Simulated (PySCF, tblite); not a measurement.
# C₄H₁₀FNSi: geometry, infrared bands and NMR shifts

What infrared bands and NMR shifts should C₄H₁₀FNSi (`N[Si]1(F)CCCC1`) show?

The runs use tblite 0.8.0 and PySCF 2.14.0, with density-fitted response routines of our own; the level of theory stands in each step. All values are computed, except where a source is named. Atoms are numbered from 0 throughout.

## (1) Starting geometry

17 atoms, charge 0, multiplicity 1; geometry from: force field or distance geometry start.

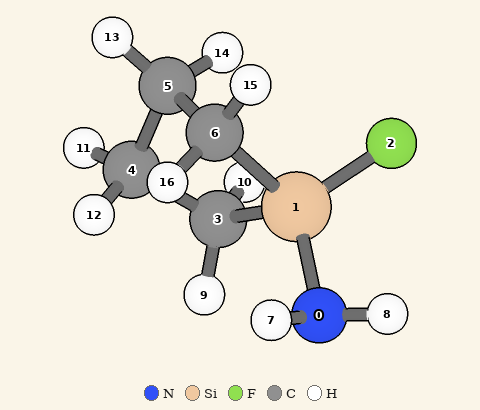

As it starts; nitrogen blue, silicon light orange, fluorine green, carbon grey, hydrogen white, atoms numbered; sticks join atoms by distance.

## (2) Relaxing the molecule with GFN2-xTB

The job: settings as JSON, then the geometry in Å.

```
{"job": {"kind": "relax", "xc": "GFN2-xTB", "basis": "xTB"}, "charge": 0, "multiplicity": 1}
N      2.179900    -0.837200     0.965700
Si     0.953500    -0.511300    -0.291100
F      1.491800    -0.778400    -1.839800
C     -0.703800    -1.305800     0.075400
C     -1.530900    -0.060200     0.346900
C     -1.061200     0.978600    -0.673800
C      0.364100     1.272700    -0.205300
H      2.180700     0.003600     1.617200
H      3.119300    -0.913500     0.507700
H     -0.623400    -1.949400     0.985600
H     -1.125100    -1.840700    -0.785800
H     -2.616700    -0.243800     0.268700
H     -1.276100     0.372300     1.351700
H     -1.689700     1.868300    -0.703000
H     -0.996800     0.466000    -1.644100
H      0.917300     1.932300    -0.857000
H      0.410100     1.558400     0.871100
```

The run is started by

```bash
$ OMP_NUM_THREADS=1 python probes_run.py task.json out
```

This one command runs all jobs of the session in turn.

**Question.** This job is followed by: GFN2-xTB harmonic vibrations, gas phase; GIAO PBE0/pcSseg-1 NMR shielding, non-relativistic, gas phase. What will the session give for the following? strongest single infrared mode (GFN2-xTB); zero-point energy (GFN2-xTB); ¹³C shifts against TMS (PBE0/pcSseg-1, means over atoms taken as alike); ¹H shifts against TMS (PBE0/pcSseg-1, means over atoms taken as alike); ¹⁵N shifts against NH3 (PBE0/pcSseg-1); ²⁹Si shifts against TMS (PBE0/pcSseg-1); ¹⁹F shifts against CFCl3 (PBE0/pcSseg-1); surface potential, least and greatest.

As calculated:

| quantity | value |
| --- | --- |
| strongest single infrared mode (GFN2-xTB) | 863 cm⁻¹, 287 km/mol |
| zero-point energy (GFN2-xTB) | 87.6 kcal/mol |
| ¹³C shifts against TMS (PBE0/pcSseg-1, means over atoms taken as alike) | 29.4, 15.9 ppm |
| ¹H shifts against TMS (PBE0/pcSseg-1, means over atoms taken as alike) | 1.65, 1.50, 0.74, 0.47, 0.43 ppm |
| ¹⁵N shifts against NH3 (PBE0/pcSseg-1) | 20.5 ppm |
| ²⁹Si shifts against TMS (PBE0/pcSseg-1) | 34.7 ppm |
| ¹⁹F shifts against CFCl3 (PBE0/pcSseg-1) | -180.0 ppm |
| surface potential, least and greatest | -1.29 V and 1.61 V |

Over 75 steps the energy fell by 0.746 eV; of the close pairs, N0–Si1 changed most, 1.786 to 1.717 Å. All 45 modes are real, so the xTB geometry is a minimum. The strongest single mode, at 863 cm⁻¹, has its largest shares on Si1, F2, H7 and H8 (the list is cut at 4 atoms). GFN2-xTB is a fitted tight-binding method: band positions and strengths are rough. Its intensities can rank the bands wrongly. At PBE0/pcSseg-1: The largest span, 67 ppm, is at N0, where the paramagnetic term is -70 ppm.
